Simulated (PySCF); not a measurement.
# O⁺: excitation energies in aug-cc-pCVTZ-DK plus 1 even-tempered diffuse shell per l

Wanted: the excitation energy of oxygen, up a ladder of methods.

Method: unrestricted determinants in a Gaussian basis, no spin-orbit coupling in the energies. Code: PySCF 2.14.0.

## (1) What is computed

* Element: oxygen (Z = 8)
* Basis: aug-cc-pCVTZ-DK with one added diffuse shell each of s, p, d, f type (8s7p5d3f, 75 functions)
* Hamiltonian: scalar relativity by spin-free X2C-1e
* State 1: O⁺: [He] 2s1 2p3 3d1, high-spin 6D determinant (an excited configuration)
* State 2: O⁺: [He] 2s1 2p3 3s1, high-spin 6S determinant (an excited configuration)
* Needed too, but not shown: O⁺ [He] 2s2 2p3 (4S)
* Methods: CCSD(T)
* Core shells frozen in the correlated runs: valence and next inner shell: nothing (for O⁺)

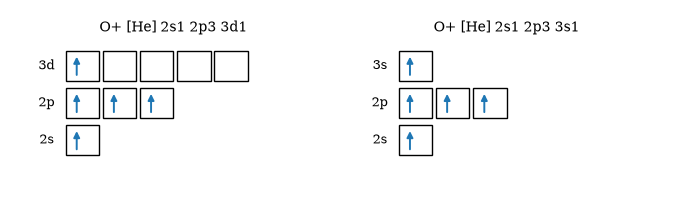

Outer shells as boxes.

The runs were made by one driver on top of PySCF. The scripts below sum up each run's settings (the driver also hands on starting orbitals that pick excited configurations, and frozen orbitals as a list rather than a count), and the logs come from the driver's own runs. The driver starts from symmetry-adapted Hartree-Fock orbitals, holds the occupation by maximum overlap and uses a logarithmic radial grid for functionals, so a plain start would take other cycles.

The integrals over 75 functions and the set-up took 0.14 s of CPU time.

## (2) O⁺ [He] 2s1 2p3 3d1: CCSD(T) (valence and next inner shell)

**CCSD(T) (valence and next inner shell)**

input.py

```python
from pyscf import gto, scf, dft, mp, cc
import basis_set_exchange as bse
mol = gto.M(atom="O 0 0 0", charge=1, spin=5, symmetry="D2h",
            basis=gto.basis.parse(bse.get_basis("aug-cc-pCVTZ-DK", elements=["O"], fmt="nwchem", augment_diffuse=1)),
            nucmod="G")
mf = scf.UHF(mol).sfx2c1e()
mf.irrep_nelec = {'Ag': (2, 1), 'B1g': (1, 0), 'B1u': (1, 0), 'B2u': (1, 0), 'B3u': (1, 0)}
mf.kernel()
mycc = cc.CCSD(mf, frozen=0).run()
mycc.ccsd_t()
```

The log of the run:

```text
CC2 = 0
CCSD nocc = (np.int64(6), np.int64(1)), nmo = (75, 75)
frozen orbitals [[], []]
max_cycle = 100
direct = 0
conv_tol = 1e-08
conv_tol_normt = 1e-06
diis_space = 8
diis_start_cycle = 0
Init t2, MP2 energy = -0.0827704191770416
Init E_corr(UCCSD) = -0.0827704191771052
cycle = 1  E_corr(UCCSD) = -0.0890346172297647  dE = -0.00626419805  norm(t1,t2) = 0.0130985
cycle = 2  E_corr(UCCSD) = -0.0898559403335797  dE = -0.000821323104  norm(t1,t2) = 0.00448391
cycle = 3  E_corr(UCCSD) = -0.0900996605673987  dE = -0.000243720234  norm(t1,t2) = 0.00196355
cycle = 4  E_corr(UCCSD) = -0.0900487530133289  dE = 5.09075541e-05  norm(t1,t2) = 0.00022537
cycle = 5  E_corr(UCCSD) = -0.0900504942691276  dE = -1.7412558e-06  norm(t1,t2) = 1.9715e-05
cycle = 6  E_corr(UCCSD) = -0.0900504822332153  dE = 1.20359123e-08  norm(t1,t2) = 1.90898e-05
cycle = 7  E_corr(UCCSD) = -0.0900503484174144  dE = 1.33815801e-07  norm(t1,t2) = 1.76747e-05
cycle = 8  E_corr(UCCSD) = -0.0900503629767114  dE = -1.4559297e-08  norm(t1,t2) = 2.4516e-07
cycle = 9  E_corr(UCCSD) = -0.0900503648399019  dE = -1.86319057e-09  norm(t1,t2) = 5.39768e-07
UCCSD converged
E(UCCSD) = -73.26375791452132  E_corr = -0.09005036483990195
UCCSD(T) correction = -0.000260573204807488
```

CPU time 13 s on a shared host, the integrals not counted.

CCSD correlation -0.09005 hartree, triples -0.00026; total -73.264018. T1 = 0.004, largest double amplitude 0.014.

## (3) O⁺ [He] 2s1 2p3 3s1: CCSD(T) (valence and next inner shell)

**CCSD(T) (valence and next inner shell)**

input.py, as its differences from that of step 2:

```diff
@@ -6,3 +6,3 @@
 mf = scf.UHF(mol).sfx2c1e()
-mf.irrep_nelec = {'Ag': (2, 1), 'B1g': (1, 0), 'B1u': (1, 0), 'B2u': (1, 0), 'B3u': (1, 0)}
+mf.irrep_nelec = {'Ag': (3, 1), 'B1u': (1, 0), 'B2u': (1, 0), 'B3u': (1, 0)}
 mf.kernel()
```

The log of the run:

```text
CC2 = 0
CCSD nocc = (np.int64(6), np.int64(1)), nmo = (75, 75)
frozen orbitals [[], []]
max_cycle = 100
direct = 0
conv_tol = 1e-08
conv_tol_normt = 1e-06
diis_space = 8
diis_start_cycle = 0
Init t2, MP2 energy = -0.0851968414129797
Init E_corr(UCCSD) = -0.0851968414138953
cycle = 1  E_corr(UCCSD) = -0.0918136531305211  dE = -0.00661681172  norm(t1,t2) = 0.0143525
cycle = 2  E_corr(UCCSD) = -0.092714084532797  dE = -0.000900431402  norm(t1,t2) = 0.00474321
cycle = 3  E_corr(UCCSD) = -0.0929833807996929  dE = -0.000269296267  norm(t1,t2) = 0.00193658
cycle = 4  E_corr(UCCSD) = -0.0929372173436549  dE = 4.6163456e-05  norm(t1,t2) = 0.000206389
cycle = 5  E_corr(UCCSD) = -0.0929394081760641  dE = -2.19083241e-06  norm(t1,t2) = 1.83472e-05
cycle = 6  E_corr(UCCSD) = -0.0929392827611344  dE = 1.2541493e-07  norm(t1,t2) = 1.16059e-06
cycle = 7  E_corr(UCCSD) = -0.0929392905869087  dE = -7.82577431e-09  norm(t1,t2) = 1.27088e-07
UCCSD converged
E(UCCSD) = -73.48120989731626  E_corr = -0.09293929058690867
UCCSD(T) correction = -0.000318899780247063
```

CPU time 12 s on a shared host, the integrals not counted.

CCSD correlation -0.09294 hartree, triples -0.00032; total -73.481529. T1 = 0.004, largest double amplitude 0.014.

## (4) The energy differences

Excitation energy: O⁺ [He] 2s2 2p3 (4S) → O⁺ [He] 2s1 2p3 3d1 (6D).

| method | value (eV) | less CCSD(T) (valence and next inner shell) (eV) |
| --- | --- | --- |
| UHF | 34.009 | -2.201 |
| MP2 (valence and next inner shell) | 35.928 | -0.281 |
| SCS-MP2 (valence and next inner shell) | 36.338 | +0.129 |
| CCSD (valence and next inner shell) | 36.163 | -0.046 |
| CCSD(T) (valence and next inner shell) | 36.209 | +0.000 |

Excitation energy: O⁺ [He] 2s2 2p3 (4S) → O⁺ [He] 2s1 2p3 3s1 (6S).

| method | value (eV) | less CCSD(T) (valence and next inner shell) (eV) |
| --- | --- | --- |
| UHF | 28.170 | -2.120 |
| MP2 (valence and next inner shell) | 30.024 | -0.267 |
| SCS-MP2 (valence and next inner shell) | 30.477 | +0.186 |
| CCSD (valence and next inner shell) | 30.246 | -0.044 |
| CCSD(T) (valence and next inner shell) | 30.290 | +0.000 |

The differences also use runs on O⁺ [He] 2s2 2p3 (4S), which are not shown here. The runs at UHF, MP2 (valence and next inner shell) are not shown; their differences are listed all the same.

## (5) Results

| quantity | value |
| --- | --- |
| excitation energy, O⁺ → [He] 2s1 2p3 3d1 | UHF 34.009, CCSD(T) (valence and next inner shell) 36.209 eV |
| excitation energy, O⁺ → [He] 2s1 2p3 3s1 | UHF 28.170, CCSD(T) (valence and next inner shell) 30.290 eV |

Accuracy by level (over 2 differences):

| method | mean absolute miss against CCSD(T) (valence and next inner shell) (eV) |
| --- | --- |
| UHF | 2.161 |
| MP2 (valence and next inner shell) | 0.274 |
| SCS-MP2 (valence and next inner shell) | 0.158 |
| CCSD (valence and next inner shell) | 0.045 |
| CCSD(T) (valence and next inner shell) | 0.000 |

**Reading.** For the first difference the methods span 2.330 eV, from UHF (34.009) to SCS-MP2 (valence and next inner shell) (36.338). No reference value is at hand in this session. All values hold for this basis alone; no basis-set limit was taken.
